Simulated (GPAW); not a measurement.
# Screening of a field by Y2CO2 MXene monolayer, part 2 of 2

Aim: the dipole that a field along the normal induces in Y2CO2 MXene monolayer.

GPAW 26.7.0; GPAW, PAW setups; layer in a repeated cell with vacuum, relaxation of atoms and in-plane cell (the session's first sound run).

So far, upper work function (eV): step 3 (plane waves, PBE) 5.81.

## Step 7: Field on

Level of this step: GPAW, PAW setups; slab in vacuum (GPAW).

The input, run.py:

```python
import json
import numpy as np
from ase import Atoms
from gpaw import GPAW, PW
from gpaw.external import ConstantElectricField

slab = Atoms(
    ['O', 'Y', 'C', 'Y', 'O'],
    positions=[
        [-0.00000, 2.01450, 8.00000],
        [1.74460, 1.00724, 8.76036],
        [-0.00000, 0.00000, 10.56462],
        [-0.00000, 2.01450, 12.36889],
        [1.74460, 1.00724, 13.12923]],
    cell=[[3.4892, -0.0, 0.0], [-1.7446, 3.02174, 0.0], [0.0, 0.0, 21.1292]],
    pbc=[True, True, False])

slab.calc = GPAW(mode=PW(500), xc='PBE', kpts={'size': (9, 9, 1), 'gamma': True},
                 occupations={'name': 'fermi-dirac', 'width': 0.05}, nbands='160%',
                 convergence={'density': 1e-05}, maxiter=200,
                 poissonsolver={'dipolelayer': 'xy'},
                 external=ConstantElectricField(0.05, [0, 0, 1]),
                 symmetry={'tolerance': 1e-3}, txt='slab.txt')
result = {}
energy = slab.get_potential_energy()
fermi = slab.calc.get_fermi_level()
v = slab.calc.get_electrostatic_potential().mean((0, 1)) - fermi
n = slab.calc.get_pseudo_density().mean((0, 1))
L = slab.cell[2, 2]
z = np.arange(len(v)) * L / len(v)
low, high = slab.positions[:, 2].min(), slab.positions[:, 2].max()
below, above = np.interp([low - 5.8, high + 5.8], z, v)
slopes = [np.interp(x, z, np.gradient(v, z)) for x in (low - 5.8, high + 5.8)]
eps = np.array([[slab.calc.get_eigenvalues(k, s) for k in range(len(slab.calc.get_ibz_k_points()))]
                for s in range(slab.calc.get_number_of_spins())]) - fermi
top, bottom = eps[eps < 0].max(), eps[eps > 0].min()
dipole = slab.get_dipole_moment()[2]
print(f'energy {energy:.4f} eV, Fermi level {fermi:.4f} eV, dipole {dipole:.5f} e A')
print(f'potential 5.8 A off the faces, from the Fermi level: lower {below:.4f} eV, upper {above:.4f} eV')
print(f'slope of the potential there: lower {slopes[0]:.5f}, upper {slopes[1]:.5f} eV/A')
print(f'nearest levels on the mesh: {top:.4f} and {bottom:.4f} eV')
print('magnetic moment', round(slab.get_magnetic_moment(), 3))
result.update(energy=energy, fermi=fermi, dipole=dipole, below=below, above=above, slopes=slopes, edges=[top, bottom],
              z=z.tolist(), v=v.tolist(), n=n.tolist(), positions=slab.positions.tolist(),
              forces=slab.get_forces(apply_constraint=False).tolist(), moments=slab.get_magnetic_moments().tolist())
json.dump(result, open('result.json', 'w'))
```

The run is started by

```console
$ OMP_NUM_THREADS=1 OPENBLAS_NUM_THREADS=1 python run.py
```

Output:

```text
energy -36.8187 eV, Fermi level -1.7567 eV, dipole 0.01752 e A
potential 5.8 A off the faces, from the Fermi level: lower 5.9622 eV, upper 5.6616 eV
slope of the potential there: lower -0.00028, upper 0.00028 eV/A
nearest levels on the mesh: -0.0355 and 0.0066 eV
magnetic moment 0.0
```

Wall time 61 s (1 thread of INTEL XEON PLATINUM 8581C at 2.30GHz (Emerald Rapids), shared host); peak memory 0.41 GiB.

Table of electrostatic potential energy of an electron (without an applied field's), less the Fermi level, planar mean by z:

```
z (Å)  electrostatic potential energy of an electron (without an applied field's), less the Fermi level, planar mean (eV)
    0                                                                                                                5.81
    2                                                                                                                5.96
    4                                                                                                                5.96
    6                                                                                                                5.92
    8                                                                                                               -11.2
   10                                                                                                               0.153
   12                                                                                                               -11.5
   14                                                                                                                4.35
   16                                                                                                                5.66
   18                                                                                                                5.66
   20                                                                                                                5.66
```

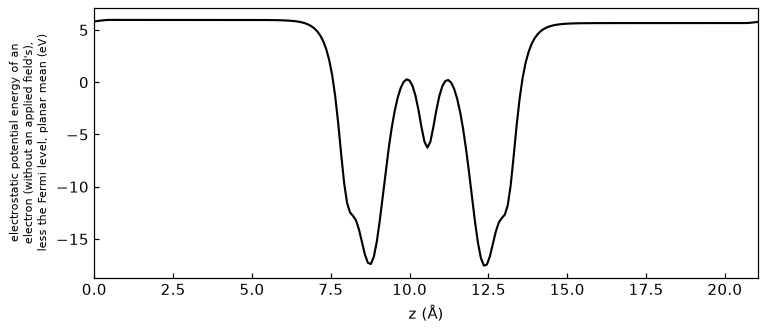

Electrostatic potential energy of an electron (without an applied field's), less the Fermi level, planar mean against z.

## Step 8: Field on

run.py: that of step 7 with these lines changed.

```diff
@@ -21,3 +21,3 @@
                  poissonsolver={'dipolelayer': 'xy'},
-                 external=ConstantElectricField(0.05, [0, 0, 1]),
+                 external=ConstantElectricField(0.1, [0, 0, 1]),
                  symmetry={'tolerance': 1e-3}, txt='slab.txt')
```

Output:

```text
energy -36.8200 eV, Fermi level -1.7569 eV, dipole 0.03501 e A
potential 5.8 A off the faces, from the Fermi level: lower 6.1126 eV, upper 5.5119 eV
slope of the potential there: lower -0.00028, upper 0.00028 eV/A
nearest levels on the mesh: -0.0355 and 0.0066 eV
magnetic moment 0.0
```

Elapsed: 64 s, on 1 thread; peak memory 0.41 GiB.

The dipole is now 0.0350 e Å, against 6.4e-4 in the run without a field.

## Step 9: In a field

run.py: that of step 8 with these lines changed.

```diff
@@ -21,3 +21,3 @@
                  poissonsolver={'dipolelayer': 'xy'},
-                 external=ConstantElectricField(0.1, [0, 0, 1]),
+                 external=ConstantElectricField(0.2, [0, 0, 1]),
                  symmetry={'tolerance': 1e-3}, txt='slab.txt')
```

Output:

```text
energy -36.8253 eV, Fermi level -1.7576 eV, dipole 0.07001 e A
potential 5.8 A off the faces, from the Fermi level: lower 6.4142 eV, upper 5.2128 eV
slope of the potential there: lower -0.00029, upper 0.00028 eV/A
nearest levels on the mesh: -0.0354 and 0.0066 eV
magnetic moment 0.0
```

The job ended after 61 s (1 thread; peak memory 0.41 GiB).

Electrostatic potential energy of an electron (without an applied field's), less the Fermi level, planar mean against z:

| z (Å) | electrostatic potential energy of an electron (without an applied field's), less the Fermi level, planar mean (eV) |
| --- | --- |
| 0 | 5.81 |
| 2 | 6.41 |
| 4 | 6.41 |
| 6 | 6.37 |
| 8 | -10.9 |
| 10 | 0.230 |
| 12 | -11.7 |
| 14 | 3.93 |
| 16 | 5.21 |
| 18 | 5.21 |
| 20 | 5.21 |

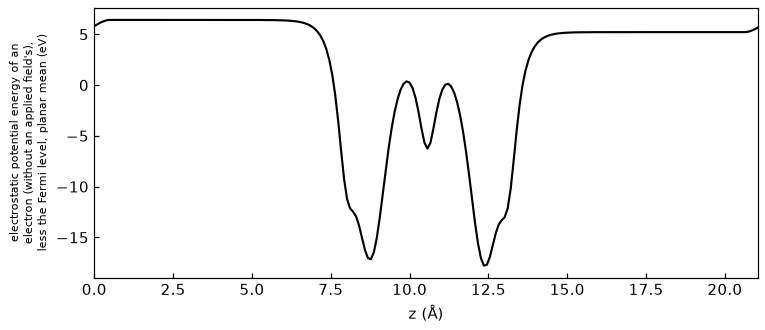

Electrostatic potential energy of an electron (without an applied field's), less the Fermi level, planar mean, plotted against z.

The dipole is now 0.0700 e Å, against 6.4e-4 in the run without a field.

## Step 10: Field on

run.py: that of step 9 with these lines changed.

```diff
@@ -21,3 +21,3 @@
                  poissonsolver={'dipolelayer': 'xy'},
-                 external=ConstantElectricField(0.2, [0, 0, 1]),
+                 external=ConstantElectricField(0.3, [0, 0, 1]),
                  symmetry={'tolerance': 1e-3}, txt='slab.txt')
```

Output:

```text
energy -36.8340 eV, Fermi level -1.7589 eV, dipole 0.10503 e A
potential 5.8 A off the faces, from the Fermi level: lower 6.7169 eV, upper 4.9144 eV
slope of the potential there: lower -0.00029, upper 0.00028 eV/A
nearest levels on the mesh: -0.0354 and 0.0066 eV
magnetic moment 0.0
```

Run time: 62 s. Hardware: 1 thread; peak memory 0.41 GiB.

The dipole is now 0.105 e Å, against 6.4e-4 in the run without a field.

## Step 11: The series

The members are put on one axis.

This step: induced dipole against applied field (GPAW 26.7.0).

The dipole along the normal by field:

```
field (V/Å)  dipole along the normal (e·Å)
     -0.200                        -0.0700
     -0.100                        -0.0350
     -0.050                        -0.0175
      0.000                         6.4e-4
      0.050                         0.0175
      0.100                         0.0350
      0.200                         0.0700
      0.300                          0.105
```

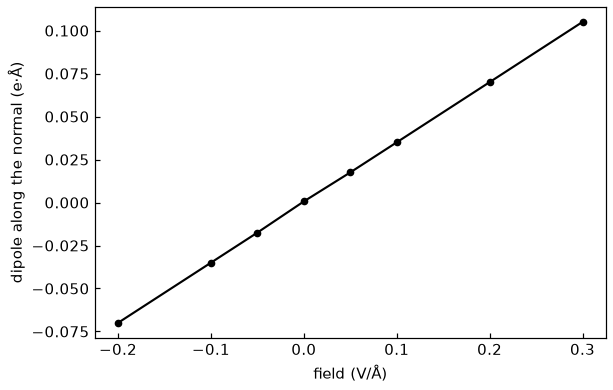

Dipole along the normal against field.

## Step 12: Summary of results

```
work function, upper and lower face            : 5.806 and 5.817 eV
dipole along the normal                        : 6.4e-4 e Å
induced dipole per field                       : 0.350 e Å per V/Å
out-of-plane polarisability per area, α/(ε0 A) : 6.01 Å
```

What this shows: The field induces 0.350 e Å per V/Å, a polarisable thickness α/(ε0 A) of 6.01 Å beside 5.13 Å between the outermost nuclei. A perfect conductor would give the distance between its two image planes; a dielectric of thickness t gives t(1 - 1/ε). The induced dipole is linear in the field over this range. The small printed dipole stands for a step of -11 meV from the lower to the upper face, and the probes find -11 meV; values this small are near the numerical noise of both. The layer's cell and atoms come from the relaxation; spin-orbit coupling and temperature are left out.

[Logs are printed without paths, hosts, clocks, repeated set-up lines and the standing remarks that a program may print on its own settings, such as how far it seeks lower states.]

[Hosts, paths, dates, database ids (printed as entryN), source tags and the programs' standing remarks are cut or masked in the printed files.]
